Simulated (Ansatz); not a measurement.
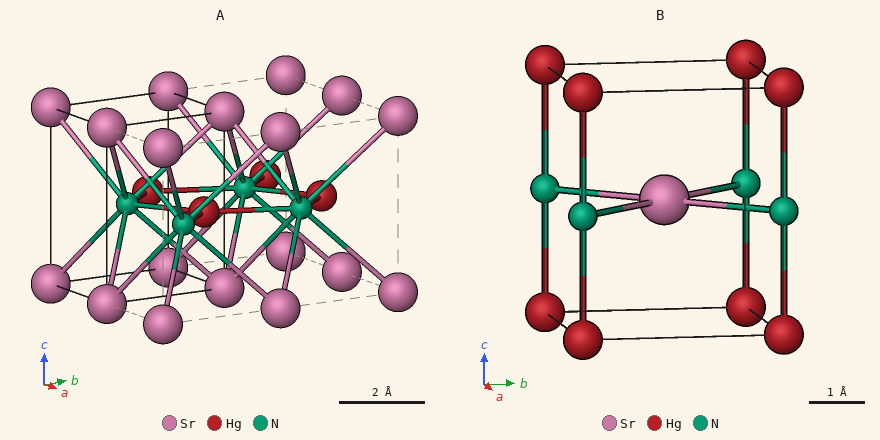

Two structures of SrHgN, each relaxed to rest (conventional cells in solid outline, small ones repeated, not to one scale). Method: Ansatz, DFT PBE, scalar-relativistic, plane waves, PAW, without spin polarisation.

> Identify the two structures.

A: 3 atoms a cell on a primitive hexagonal lattice, P-6m2. B: 3 atoms a cell on a primitive tetragonal lattice, P4/mmm.

> Which of the two does the method prefer?

B is lower, by 435 meV/atom at this level of theory (energies at zero smearing). Volumes: A 21.3, B 22.0 Å³/atom.

One or both may be structure types tried for this composition rather than known phases.
